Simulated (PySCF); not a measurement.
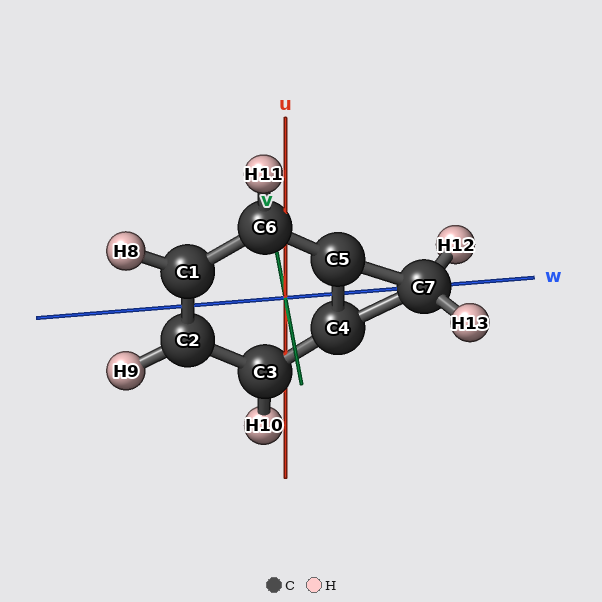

The lines u, v and w are the principal axes of the static dipole polarisability. Computed geometry: GFN2-xTB optimisation. No frequency run is at hand to confirm it as a minimum. Computed with CAM-B3LYP/def2-SVPD (PySCF 2.14.0).

Question: Along which axis is the molecule most polarisable, and along which least?

Answer: Most along w (close to the long direction C1···C7), least along v.

Question: Give the three principal values.

Answer: u 82.3, v 47.5, w 96.3 bohr³; mean 75.4, anisotropy 43.5 bohr³.
